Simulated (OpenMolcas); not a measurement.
# MoO3 (SMILES [O]=[Mo](=[O])=[O]) at BPBE/ANO-RCC-VDZP (DKH3)

Aim: the vertical ionisation energy of MoO3 at BPBE/ANO-RCC-VDZP (DKH3), from 2 runs. 

The results are computed with OpenMolcas 26.06.

## (1) The system as given

The species is MoO3 (4 atoms), meant as a singlet with charge 0. As SMILES, `[O]=[Mo](=[O])=[O]`. Geometry: relaxed at PBE0-D4/def2-TZVP.

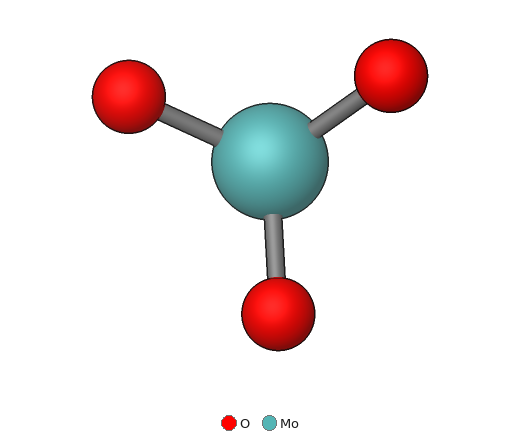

The structure, seen from a chosen angle (oxygen red, molybdenum teal).

## (2) A single-point energy at BPBE/ANO-RCC-VDZP (DKH3)

job.input

```
&gateway
coord
4
bohr
O     -1.82925489    -0.28308097     2.38577923
Mo    -0.26097118    -0.63589284    -0.37851214
O      2.84781727    -1.14819759     0.16780768
O     -0.65233346     1.95322092    -2.21362518
basis = ANO-RCC-VDZP
group = NoSym
&seward
relativistic = R03O02
expert
&scf
ksdft = BPBE
prorbitals = 0
```

Command:

```console
export MOLCAS_MEM=1860
pymolcas job.input > job.log
```

What it wrote:

```text
--- Start Module: gateway ---
[...]
--- Stop Module: gateway /rc=_RC_ALL_IS_WELL_ ---
--- Start Module: seward ---
[...]
 ###    WARNING:  EXPERT option is ON!                                       ###
 ###############################################################################
               SEWARD will generate:
[...]
      Basis functions           85
--- Stop Module: seward /rc=_RC_ALL_IS_WELL_ ---
[...]
--- Start Module: scf ---
[...]
       Convergence after  14 Iterations
[...]
::    Total KS-DFT energy                           -4274.6926821428
[...]
      Total spin, S                                     0.0000000000
[...]
      Total electronic charge=   66.000000
      Total            charge=   -0.000000
[...]
      Dipole Moment (debye):
      Origin of the operator (angstrom)=   -0.0714   -0.1955   -0.1147
                   X= -1.7673E+00               Y= -3.7364E+00               Z= -2.2693E+00           Total=  4.7153E+00
      Quadrupole Moment (debye*angstrom):
[...]
--- Stop Module: scf /rc=_RC_ALL_IS_WELL_ ---
[...]
```

It took 25 s on 1 thread of Arm Neoverse V1, shared host; peak memory 0.52 GiB.

## (3) The doublet cation

job.input

```
* MoO3 Kohn-Sham DFT
&gateway
coord
4
bohr
O     -1.82925489    -0.28308097     2.38577923
Mo    -0.26097118    -0.63589284    -0.37851214
O      2.84781727    -1.14819759     0.16780768
O     -0.65233346     1.95322092    -2.21362518
basis=ANO-RCC-VDZP
group=NoSym
&seward
relativistic=R03O02
expert
&scf
uhf
charge=1
spin=2
ksdft=BPBE
prorbitals=0
```

Command:

```console
export MOLCAS_MEM=1860
pymolcas job.input > job.log
```

What it wrote:

```text
--- Start Module: gateway ---
[...]
--- Stop Module: gateway /rc=_RC_ALL_IS_WELL_ ---
--- Start Module: seward ---
[...]
 ###    WARNING:  EXPERT option is ON!                                       ###
 ###############################################################################
               SEWARD will generate:
[...]
      Basis functions           85
--- Stop Module: seward /rc=_RC_ALL_IS_WELL_ ---
[...]
--- Start Module: scf ---
[...]
       Convergence after  42 Iterations
[...]
::    Total KS-DFT energy                           -4274.2816102020
[...]
      Total spin, S                                     0.5078392954
[...]
      Total electronic charge=   65.000000
      Total            charge=    1.000000
[...]
      Dipole Moment (debye):
      Origin of the operator (angstrom)=   -0.0714   -0.1955   -0.1147
                   X= -1.3422E+00               Y= -2.8385E+00               Z= -1.7232E+00           Total=  3.5816E+00
      Center of Charge (angstrom)
[...]
--- Stop Module: scf /rc=_RC_ALL_IS_WELL_ ---
[...]
```

Wall time 45 s (1 thread of Arm Neoverse V1, shared host); peak memory 0.52 GiB.

## (4) What came out

At BPBE/ANO-RCC-VDZP (DKH3):

| quantity | value |
| --- | --- |
| singlet MoO3: total energy | -4274.69268 Eh |
| singlet MoO3: dipole moment | 4.72 D |
| singlet MoO3: HOMO energy | -7.59 eV |
| singlet MoO3: LUMO energy | -5.41 eV |
| singlet MoO3: HOMO–LUMO gap | 2.17 eV |
| doublet cation: total energy | -4274.28161 Eh |
| doublet cation: HOMO energy (highest over α and β) | -15.14 eV |
| doublet cation: LUMO energy (lowest over α and β) | -14.80 eV |
| doublet cation: ⟨S²⟩ | 0.766 |
| vertical ionisation energy (to the doublet cation) | 11.186 eV |

**Reading.** Removing an electron at fixed nuclei costs 11.19 eV (258 kcal/mol). The negative HOMO energy of the first species, 7.59 eV, lies 3.60 eV below that difference.
